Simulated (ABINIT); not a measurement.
# SnH2 (Fm-3m): zone-centre phonons, part 2 of 3

Aim: the zone-centre modes of SnH2 (Fm-3m).

ABINIT 10.8.3; DFT LDA, scalar-relativistic, plane waves, HGH norm-conserving pseudopotentials.

So far. Step 5 (Relaxation): The volume changes by -0.9 % in this run and stands -32.0 % from the first cell. Step 6 (Self-consistent run for the response): The cell stands at -0.51 GPa: the relaxation ran with a smoothed and higher cutoff, and the difference is a stress of the finite basis. The relaxed cell has a = 5.228 Å (conventional setting).

The structure was built from a prototype and need not be the compound's stable phase.

## 7. Zone-centre response

At q = 0 one unit cell holds all displacements. The response is solved for single atoms along the cell's directions, and symmetry skips those that follow from others. The crystal is treated as a metal, which screens a static field, so no field response is asked.

dfpt_gamma.abi reads:

```

# common to the responses
getwfk_filepath "gso_WFK"
kptopt 2
nqpt 1
qpt 0.0 0.0 0.0
asr 0
chneut 0

# displacements
rfphon 1
rfatpol 1 3
rfdir 1 1 1
tolvrs 1.0d-10
prtwf 0

# basis, mesh and filling
ecut 35.0
ixc 7
ngkpt 8 8 8
nshiftk 1
shiftk 0.0 0.0 0.0
istwfk *1
occopt 7
tsmear 0.01
nband 8
nstep 100
diemac 1000000.0
prtebands 0
prtgsr 0

# cell and atoms
acell 6.986019972 6.986019972 6.986019972
rprim 
    0.0 0.7071067812 0.7071067812
    0.7071067812 0.0 0.7071067812
    0.7071067812 0.7071067812 0.0
ntypat 2
znucl 50 1
natom 3
typat 1 2 2
xred 
    0.0 0.0 0.0
    0.25 0.25 0.25
    0.75 0.75 0.75
pp_dirpath "./pseudo"
pseudos "Sn.hgh, H.hgh"
```

Started as:

```bash
$ OMP_NUM_THREADS=1 mpirun -n 2 abinit dfpt_gamma.abi > dfpt_gamma.log
```

Numbers of over 12 decimals in the logs are rounded to 6 here.

dfpt_gamma.abo, the main output file:

```text
[banners, grids, parts of the stress and lines that vanish by symmetry left out]
- input  file    -> dfpt_gamma.abi
- output file    -> dfpt_gamma.abo
- root for input  files -> dfpt_gammai
- root for output files -> dfpt_gammao

 Symmetries : space group Fm -3 m (#225); Bravais cF (face-center cubic)
================================================================================
 Values of the parameters that define the memory need of the present run (RF).
     intxc =       0      iscf =       7    lmnmax =       6     lnmax =       6
     mgfft =      40  mpssoang =       3    mqgrid =    3001     natom =       3
  nloc_mem =       1    nspden =       1   nspinor =       1    nsppol =       1
      nsym =      48    n1xccc =       0    ntypat =       2    occopt =       7
   xclevel =       1
-    mband =           8        mffmem =           1         mkmem =         130
-   mkqmem =         130        mk1mem =         130           mpw =        2421
      nfft =       64000          nkpt =         260
- my_mband =           8
================================================================================
================================================================================

--------------------------------------------------------------------------------
------------- Echo of variables that govern the present computation ------------
--------------------------------------------------------------------------------
-
- outvars: echo of selected default values
-   iomode0 =  0 , fftalg0 =312 , wfoptalg0 =  0
-
- outvars: echo of global parameters not present in the input file
-  max_nthreads =    1
-
 -outvars: echo values of preprocessed input variables
 [... echo left out ...]
================================================================================

 chkinp: Checking input parameters for consistency.

[...]
== DATASET  1 ==================================================================
-   mpi_nproc: 2, omp_nthreads: 1 (-1 if OMP is not activated)

--- !DatasetInfo
iteration_state: {dtset: 1, }
dimensions: {natom: 3, nkpt: 260, mband: 8, nsppol: 1, nspinor: 1, nspden: 1, mpw: 2421, }
cutoff_energies: {ecut:  35.0, pawecutdg:  -1.0, }
electrons: {nelect:   6.00000000E+00, charge:   0.00000000E+00, occopt:   7.00000000E+00, tsmear:   1.00000000E-02, }
meta: {optdriver: 1, rfphon: 1, }
...

 mkfilename: getwfk from: gso_WFK

 Exchange-correlation functional for the present dataset will be:
  LDA: Perdew-Wang 92 LSD fit to Ceperley-Alder data - ixc=7
 Citation for XC functional:
  J.P.Perdew and Y.Wang, PRB 45, 13244 (1992)

 Real(R)+Recip(G) space primitive vectors, cartesian coordinates (Bohr,Bohr^-1):
 R(1)=  0.0000000  4.9398621  4.9398621  G(1)= -0.1012174  0.1012174  0.1012174
 R(2)=  4.9398621  0.0000000  4.9398621  G(2)=  0.1012174 -0.1012174  0.1012174
 R(3)=  4.9398621  4.9398621  0.0000000  G(3)=  0.1012174  0.1012174 -0.1012174
 Unit cell volume ucvol=  2.4108738E+02 bohr^3
 Angles (23,13,12)=  6.00000000E+01  6.00000000E+01  6.00000000E+01 degrees
 setup1 : take into account q-point for computing boxcut.

 getcut: wavevector=  0.0000  0.0000  0.0000  ngfft=  40  40  40
         ecut(hartree)=     35.000   => boxcut(ratio)=   2.14996

--- Pseudopotential description ------------------------------------------------
- pspini: atom type   1  psp file is ./pseudo/Sn.hgh

- pspini: atom type   2  psp file is ./pseudo/H.hgh

   1.51667852E+02                                ecore*ucvol(ha*bohr**3)
--------------------------------------------------------------------------------

 ==>  initialize data related to q vector <==

 The list of irreducible perturbations for this q vector is:
    1)    idir= 1    ipert=   1
    2)    idir= 1    ipert=   2

[...]
The perturbation idir=   2  ipert=   1 is
 symmetric of a previously calculated perturbation.
 So, its SCF calculation is not needed.

 The perturbation idir=   3  ipert=   1 is
 symmetric of a previously calculated perturbation.
 So, its SCF calculation is not needed.

 The perturbation idir=   2  ipert=   2 is
 symmetric of a previously calculated perturbation.
 So, its SCF calculation is not needed.

 The perturbation idir=   3  ipert=   2 is
 symmetric of a previously calculated perturbation.
 So, its SCF calculation is not needed.

 The perturbation idir=   1  ipert=   3 is
 symmetric of a previously calculated perturbation.
 So, its SCF calculation is not needed.

 The perturbation idir=   2  ipert=   3 is
 symmetric of a previously calculated perturbation.
 So, its SCF calculation is not needed.

 The perturbation idir=   3  ipert=   3 is
 symmetric of a previously calculated perturbation.
 So, its SCF calculation is not needed.

--------------------------------------------------------------------------------
 Perturbation wavevector (in red.coord.)   0.000000  0.000000  0.000000
 Perturbation : displacement of atom   1   along direction   1
 Found     4 symmetries that leave the perturbation invariant.

[...]
dfpt_looppert : total number of electrons, from k and k+q
  fully or partially occupied states are    6.000000E+00 and    6.000000E+00.
 Initialisation of the first-order wave-functions :
  ireadwf=   0

--- !BeginCycle
iteration_state: {dtset: 1, }
solver: {iscf: 7, nstep: 100, nline: 4, wfoptalg: 0, }
tolerances: {tolvrs: 1.00E-10, }
...

     iter   2DEtotal(Ha)        deltaE(Ha) residm    vres2
-ETOT  1  0.548144     -4.929E+01 5.540E-01 5.604E+03
 ETOT  2 -0.343863     -8.920E-01 1.652E-03 9.741E+01
 ETOT  3 -0.358526     -1.466E-02 9.768E-05 4.853E-01
 ETOT  4 -0.358580     -5.404E-05 1.687E-07 8.188E-03
 ETOT  5 -0.358581     -7.685E-07 5.539E-09 6.181E-05
[...]
At SCF step    8       vres2   =  1.23E-12 < tolvrs=  1.00E-10 =>converged.
[...]
Mean square residual over all n,k,spin=   14.383E-18; max=  16.599E-17

 Thirteen components of 2nd-order total energy (hartree) are
 1,2,3: 0th-order hamiltonian combined with 1st-order wavefunctions
     kin0=   4.56926212E+01 eigvalue=   2.04882532E+00  local=  -1.19880385E+01
 4,5,6: 1st-order hamiltonian combined with 1st and 0th-order wfs
 loc psp =  -3.50338931E+01  Hartree=   4.23548829E+00     xc=  -4.37124872E+00
 note that "loc psp" includes a xc core correction that could be resolved
 7,8,9: eventually, occupation + non-local contributions
    edocc=   4.69300551E+00     enl0=   9.88426968E+00   enl1=  -6.53559525E+01
 1-9 gives the relaxation energy (to be shifted if some occ is /=2.0)
   erelax=  -5.01949228E+01
 10,11,12 Non-relaxation  contributions : frozen-wavefunctions and Ewald
 fr.local=   1.18506095E+01 fr.nonlo=   3.12020772E+01  Ewald=   6.78365529E+00
 13,14 Frozen wf xc core corrections (1) and (2)
 frxc 1  =   0.00000000E+00  frxc 2 =   0.00000000E+00
 Resulting in :
 2DEtotal=   -0.3585808361E+00 Ha. Also 2DEtotal=   -0.975748163224E+01 eV
    (2DErelax=   -5.0194922807E+01 Ha. 2DEnonrelax=    4.9836341970E+01 Ha)
    (  non-var. 2DEtotal :   -3.5858085880E-01 Ha)

[...]
Perturbation wavevector (in red.coord.)   0.000000  0.000000  0.000000
 Perturbation : displacement of atom   2   along direction   1
 Found     2 symmetries that leave the perturbation invariant.

--------------------------------------------------------------------------------

--------------------------------------------------------------------------------

 dfpt_looppert : total number of electrons, from k and k+q
  fully or partially occupied states are    6.000000E+00 and    6.000000E+00.
 Initialisation of the first-order wave-functions :
  ireadwf=   0

--- !BeginCycle
iteration_state: {dtset: 1, }
solver: {iscf: 7, nstep: 100, nline: 4, wfoptalg: 0, }
tolerances: {tolvrs: 1.00E-10, }
...

     iter   2DEtotal(Ha)        deltaE(Ha) residm    vres2
-ETOT  1   2.426242     -4.804E+01 5.724E-01 1.023E+04
[...]
ETOT  7  0.449316     -1.369E-10 7.638E-12 4.846E-09
 ETOT  8  0.449316     -3.837E-12 1.300E-14 7.182E-11

 At SCF step    8       vres2   =  7.18E-11 < tolvrs=  1.00E-10 =>converged.
[...]
Mean square residual over all n,k,spin=   37.496E-17; max=  13.005E-15

 Thirteen components of 2nd-order total energy (hartree) are
 1,2,3: 0th-order hamiltonian combined with 1st-order wavefunctions
     kin0=   5.22140527E+01 eigvalue=   1.22920431E+00  local=  -1.22301228E+01
 4,5,6: 1st-order hamiltonian combined with 1st and 0th-order wfs
 loc psp =  -1.00035859E+02  Hartree=   9.79493087E+00     xc=  -6.03983900E+00
 note that "loc psp" includes a xc core correction that could be resolved
 7,8,9: eventually, occupation + non-local contributions
    edocc=   4.86814039E+00     enl0=   1.81562879E-01   enl1=   0.00000000E+00
 1-9 gives the relaxation energy (to be shifted if some occ is /=2.0)
   erelax=  -5.00179293E+01
 10,11,12 Non-relaxation  contributions : frozen-wavefunctions and Ewald
 fr.local=   4.62274611E+01 fr.nonlo=   0.00000000E+00  Ewald=   4.23978456E+00
 13,14 Frozen wf xc core corrections (1) and (2)
 frxc 1  =   0.00000000E+00  frxc 2 =   0.00000000E+00
 Resulting in :
 2DEtotal=    0.4493163809E+00 Ha. Also 2DEtotal=    0.122265215875E+02 eV
    (2DErelax=   -5.0017929325E+01 Ha. 2DEnonrelax=    5.0467245706E+01 Ha)
    (  non-var. 2DEtotal :    4.4931636648E-01 Ha)

[...]
---- first-order wavefunction calculations are completed ----

 ==> Compute Derivative Database <==

 [... matrices left out ...]
  Phonon wavevector (reduced coordinates) :  0.00000  0.00000  0.00000
 Phonon energies in Hartree :
  -1.425952E-03 -1.425952E-03 -1.425952E-03 -1.319779E-06 -1.319778E-06
  -1.319775E-06  3.467146E-03  3.467146E-03  3.467146E-03
 Phonon frequencies in cm-1    :
- -3.129604E+02 -3.129604E+02 -3.129604E+02 -2.896579E-01 -2.896577E-01
- -2.896570E-01  7.609505E+02  7.609505E+02  7.609505E+02

== END DATASET(S) ==============================================================
================================================================================

 -outvars: echo values of variables after computation
            acell      6.9860199720E+00  6.9860199720E+00  6.9860199720E+00 Bohr
           etotal      4.4931638091E-01
            fcart      0.0000000000E+00  0.0000000000E+00  0.0000000000E+00
           strten      0.0000000000E+00  0.0000000000E+00  0.0000000000E+00
================================================================================
```

Wall time 2.1 min (2 MPI ranks of AMD EPYC (Zen 3), shared host).

Read from the output:

* largest acoustic frequency at the zone centre before the sum rule: -0.29 cm⁻¹
* highest optical zone-centre mode (no LO-TO term): 761.0 cm⁻¹
* lowest optical zone-centre mode: -313.0 cm⁻¹

The acoustic modes at Γ come out as far as 0.3 cm⁻¹ from zero, where they should vanish, a small numerical error. The lowest optical mode is imaginary, 313i cm⁻¹, an instability at this level and on this k mesh.

## 8. Zone-centre analysis

anaddb reads the merged derivatives and imposes the acoustic sum rule.

anaddb.abi reads:

```
ddb_filepath "gamma_DDB"
output_file "anaddb.abo"
outdata_prefix "anaddb"
asr 1
chneut 1
enunit 2
eivec 1
nph1l 1
qph1l 0.0 0.0 0.0 1.0
```

mrgddb.in reads:

```
gamma_DDB
merged
2
dfpt_gammao_DDB
gso_DDB
```

Started as:

```bash
$ mrgddb < mrgddb.in > mrgddb.log
$ OMP_NUM_THREADS=1 anaddb anaddb.abi > anaddb.log
```

anaddb.abo, the main output file:

```text
-outvars_anaddb: echo values of input variables ----------------------

 Miscellaneous information :
      enunit         2
       eivec         1
         asr         1
 First list of wavevector (reduced coord.) :
       nph1l         1
       qph1l
                     0.00000000E+00  0.00000000E+00  0.00000000E+00    1.000E+00

================================================================================

 read the DDB information and perform some checks

  ==== Info on the Cryst% object ====
 Real(R)+Recip(G) space primitive vectors, cartesian coordinates (Bohr,Bohr^-1):
 R(1)=  0.0000000  4.9398621  4.9398621  G(1)= -0.1012174  0.1012174  0.1012174
 R(2)=  4.9398621  0.0000000  4.9398621  G(2)=  0.1012174 -0.1012174  0.1012174
 R(3)=  4.9398621  4.9398621  0.0000000  G(3)=  0.1012174  0.1012174 -0.1012174
 Unit cell volume ucvol=  2.4108738E+02 bohr^3
 Angles (23,13,12)=  6.00000000E+01  6.00000000E+01  6.00000000E+01 degrees
 Time-reversal symmetry is present
 Reduced atomic positions [iatom, xred, symbol]:
    1)    0.0000000  0.0000000  0.0000000  Sn
    2)    0.2500000  0.2500000  0.2500000   H
    3)    0.7500000  0.7500000  0.7500000   H

 DDB file with 3 blocks has been read.

================================================================================

 Treat the first list of vectors

  Phonon wavevector (reduced coordinates) :  0.00000  0.00000  0.00000
 Phonon energies in Hartree :
  -1.425998E-03 -1.425998E-03 -1.425998E-03  1.590621E-08  1.599212E-08
   1.624740E-08  3.467127E-03  3.467127E-03  3.467127E-03
 Phonon energies in meV     :
- -3.880338E+01 -3.880338E+01 -3.880338E+01  4.328301E-04  4.351676E-04
-  4.421144E-04  9.434532E+01  9.434532E+01  9.434532E+01
 Phonon frequencies in cm-1    :
- -3.129704E+02 -3.129704E+02 -3.129704E+02  3.491010E-03  3.509864E-03
-  3.565893E-03  7.609463E+02  7.609463E+02  7.609463E+02
 Phonon frequencies in Thz     :
- -9.382616E+00 -9.382616E+00 -9.382616E+00  1.046578E-04  1.052231E-04
-  1.069028E-04  2.281260E+01  2.281260E+01  2.281260E+01
 Phonon energies in Kelvin  :
- -4.502946E+02 -4.502946E+02 -4.502946E+02  5.022784E-03  5.049911E-03
-  5.130524E-03  1.094832E+03  1.094832E+03  1.094832E+03

 Eigendisplacements
 (will be given, for each mode : in cartesian coordinates
   for each atom the real part of the displacement vector,
   then the imaginary part of the displacement vector - absolute values smaller than 1.0d-7 are set to zero)
  Mode number    1   Energy   -1.425998E-03
 Attention : low frequency mode.
   (Could be unstable or acoustic mode)
-  1  0.00000000E+00 -3.86457992E-07  2.77760992E-04
-     0.00000000E+00  0.00000000E+00  0.00000000E+00
-  2  0.00000000E+00  2.27594790E-05 -1.63580404E-02
-     0.00000000E+00  0.00000000E+00  0.00000000E+00
-  3  0.00000000E+00  2.27594790E-05 -1.63580404E-02
-     0.00000000E+00  0.00000000E+00  0.00000000E+00
  Mode number    2   Energy   -1.425998E-03
 Attention : low frequency mode.
   (Could be unstable or acoustic mode)
-  1  0.00000000E+00  2.77760990E-04  3.86457960E-07
-     0.00000000E+00  0.00000000E+00  0.00000000E+00
-  2 -1.52784217E-06 -1.63580404E-02 -2.27594771E-05
-     0.00000000E+00  0.00000000E+00  0.00000000E+00
-  3 -1.52784217E-06 -1.63580404E-02 -2.27594771E-05
-     0.00000000E+00  0.00000000E+00  0.00000000E+00
  Mode number    3   Energy   -1.425998E-03
 Attention : low frequency mode.
   (Could be unstable or acoustic mode)
-  1  2.77761259E-04  0.00000000E+00  0.00000000E+00
-     0.00000000E+00  0.00000000E+00  0.00000000E+00
-  2 -1.63580562E-02  1.52781348E-06  0.00000000E+00
-     0.00000000E+00  0.00000000E+00  0.00000000E+00
-  3 -1.63580562E-02  1.52781348E-06  0.00000000E+00
-     0.00000000E+00  0.00000000E+00  0.00000000E+00
  Mode number    4   Energy    1.590621E-08
 Attention : low frequency mode.
   (Could be unstable or acoustic mode)
-  1  0.00000000E+00  0.00000000E+00 -2.13167201E-03
-     0.00000000E+00  0.00000000E+00  0.00000000E+00
-  2  0.00000000E+00  0.00000000E+00 -2.13148847E-03
-     0.00000000E+00  0.00000000E+00  0.00000000E+00
-  3  0.00000000E+00  0.00000000E+00 -2.13148847E-03
-     0.00000000E+00  0.00000000E+00  0.00000000E+00
  Mode number    5   Energy    1.599212E-08
 Attention : low frequency mode.
   (Could be unstable or acoustic mode)
-  1  0.00000000E+00 -2.13167201E-03  0.00000000E+00
-     0.00000000E+00  0.00000000E+00  0.00000000E+00
-  2  0.00000000E+00 -2.13148847E-03  0.00000000E+00
-     0.00000000E+00  0.00000000E+00  0.00000000E+00
-  3  0.00000000E+00 -2.13148847E-03  0.00000000E+00
-     0.00000000E+00  0.00000000E+00  0.00000000E+00
  Mode number    6   Energy    1.624740E-08
 Attention : low frequency mode.
   (Could be unstable or acoustic mode)
-  1  2.13167201E-03  0.00000000E+00  0.00000000E+00
-     0.00000000E+00  0.00000000E+00  0.00000000E+00
-  2  2.13148847E-03  0.00000000E+00  0.00000000E+00
-     0.00000000E+00  0.00000000E+00  0.00000000E+00
-  3  2.13148847E-03  0.00000000E+00  0.00000000E+00
-     0.00000000E+00  0.00000000E+00  0.00000000E+00
  Mode number    7   Energy    3.467127E-03
-  1  0.00000000E+00  0.00000000E+00  0.00000000E+00
-     0.00000000E+00  0.00000000E+00  0.00000000E+00
-  2  2.29658636E-06  6.79730540E-06  1.64963389E-02
-     0.00000000E+00  0.00000000E+00  0.00000000E+00
-  3 -2.29658636E-06 -6.79730540E-06 -1.64963389E-02
-     0.00000000E+00  0.00000000E+00  0.00000000E+00
  Mode number    8   Energy    3.467127E-03
-  1  0.00000000E+00  0.00000000E+00  0.00000000E+00
-     0.00000000E+00  0.00000000E+00  0.00000000E+00
-  2  1.76517629E-06  1.64963390E-02 -6.79755117E-06
-     0.00000000E+00  0.00000000E+00  0.00000000E+00
-  3 -1.76517629E-06 -1.64963390E-02  6.79755117E-06
-     0.00000000E+00  0.00000000E+00  0.00000000E+00
  Mode number    9   Energy    3.467127E-03
-  1  0.00000000E+00  0.00000000E+00  0.00000000E+00
-     0.00000000E+00  0.00000000E+00  0.00000000E+00
-  2  1.64963402E-02 -1.76612247E-06 -2.29585881E-06
-     0.00000000E+00  0.00000000E+00  0.00000000E+00
-  3 -1.64963402E-02  1.76612247E-06  2.29585881E-06
-     0.00000000E+00  0.00000000E+00  0.00000000E+00

 Analysis of degeneracies and characters (maximum tolerance=1.00E-06 a.u.)
 For each vibration mode, or group of modes if degenerate,
 the characters are given for each symmetry operation (see the list in the log file).
 Symmetry characters of vibration mode #   1
       degenerate with vibration modes #   2 to    3
  3.0 -3.0 -1.0  1.0 -1.0  1.0 -1.0  1.0  1.0 -1.0 -1.0  1.0  1.0 -1.0 -1.0  1.0
 -0.0  0.0 -0.0  0.0  0.0 -0.0  0.0 -0.0  1.0 -1.0 -1.0  1.0 -1.0  1.0  1.0 -1.0
 -0.0  0.0  0.0 -0.0  0.0 -0.0 -0.0  0.0  1.0 -1.0  1.0 -1.0 -1.0  1.0 -1.0  1.0
 Symmetry characters of vibration mode #   4
       degenerate with vibration modes #   5 to    6
  3.0 -3.0 -1.0  1.0 -1.0  1.0 -1.0  1.0  1.0 -1.0 -1.0  1.0  1.0 -1.0 -1.0  1.0
  0.0 -0.0  0.0 -0.0 -0.0  0.0  0.0 -0.0  1.0 -1.0 -1.0  1.0 -1.0  1.0  1.0 -1.0
  0.0 -0.0 -0.0  0.0  0.0 -0.0  0.0 -0.0  1.0 -1.0  1.0 -1.0 -1.0  1.0 -1.0  1.0
 Symmetry characters of vibration mode #   7
       degenerate with vibration modes #   8 to    9
  3.0  3.0 -1.0 -1.0 -1.0 -1.0 -1.0 -1.0  1.0  1.0 -1.0 -1.0  1.0  1.0 -1.0 -1.0
  0.0  0.0  0.0  0.0 -0.0 -0.0  0.0  0.0  1.0  1.0 -1.0 -1.0 -1.0 -1.0  1.0  1.0
  0.0  0.0 -0.0 -0.0 -0.0 -0.0  0.0  0.0  1.0  1.0  1.0  1.0 -1.0 -1.0 -1.0 -1.0
-
```

The job ended after 1 s (1 thread).

No LO-TO term; unit eigenvectors of the mass-weighted matrix, from anaddb's displacements. Modes at Γ, with each element's share of the kinetic energy (negative means imaginary):

```
mode  frequency (cm⁻¹)  symmetry  Sn %  H %
   1            -313.0       T1u     2   98
   2            -313.0       T1u     2   98
   3            -313.0       T1u     2   98
   4               0.0  acoustic    98    2
   5               0.0  acoustic    98    2
   6               0.0  acoustic    98    2
   7             760.9       T2g     0  100
   8             760.9       T2g     0  100
   9             760.9       T2g     0  100
```

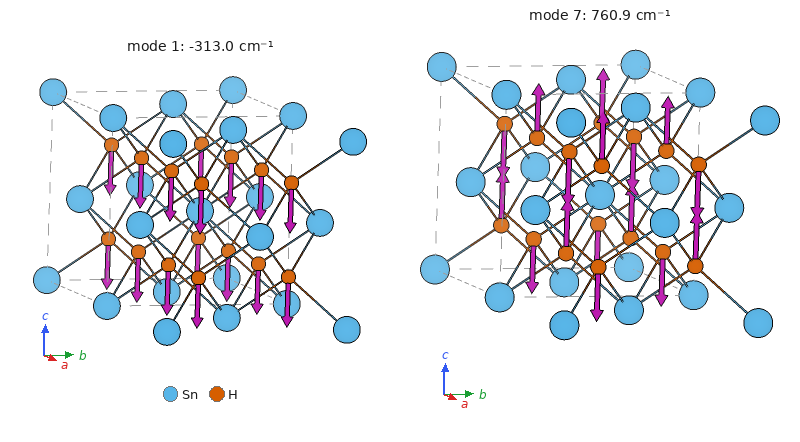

Displacement patterns of modes 1 and 7 at Γ; arrows are exaggerated. 2×1×1 conventional cells are drawn. Some periodic images of atoms are drawn too.

The rule moves no optical mode by more than 0.1 cm⁻¹.

[end of part 2 of 3]

[Host names and launcher messages were left out of these logs when they were recorded.]

[Logs are printed without paths, hosts, clocks, repeated set-up lines and the standing remarks that a program may print on its own settings, such as how far it seeks lower states.]

[Hosts, paths, dates, database ids (printed as entryN), source tags and the programs' standing remarks are cut or masked in the printed files.]
